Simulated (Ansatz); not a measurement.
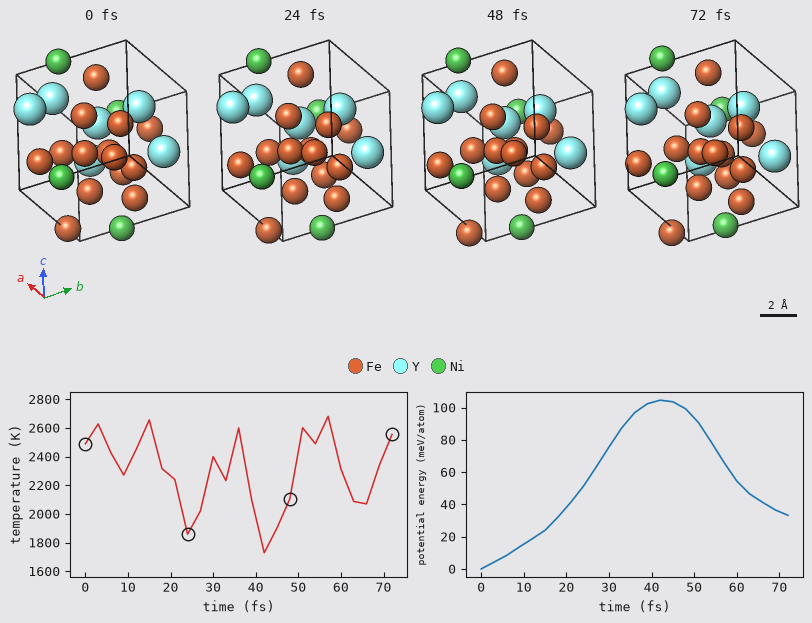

First-principles dynamics of an amorphous cell of composition Y$_{5}$Fe$_{14}$Ni (20 atoms in the cell), 72 fs long. Frames and the history of the run. A spheres-only model of the simulation cell, seen from a free direction.

Theory: DFT PBE, scalar-relativistic, plane waves, PAW in Ansatz 0.2.0. Set-up: plane-wave cutoff 320 eV; k-point mesh 1 × 1 × 1; Fermi-Dirac smearing 0.226 eV; set temperature 2620 K; time step 3 fs.

Q: What do the frames and curves show?

A: In the second half of the run the atoms are, in the root-mean-square, this far from where they began (common drift taken out): Fe 0.38 Å, Ni 0.36 Å, Y 0.33 Å. The run lasts only 72 fs, too short to tell vibration from diffusion. The mean temperature in the second half is 2275 K (standard deviation 288 K). The potential energy is still drifting at the end, so the run hasn't reached equilibrium. The potential energy in the second half lies on average 73.4 meV per atom above the first frame. The mean pressure there is −5.6 GPa.

Limits of the set-up: the k-point mesh is coarse for a cell with partly filled bands; the cutoff lies below the recommended one; the periodic images lie only 6.9 Å apart, so the values are limited by the cell's size.

The run took 72 s on 2 threads of Arm Neoverse V2 (shared host), peak memory 0.58 GiB.
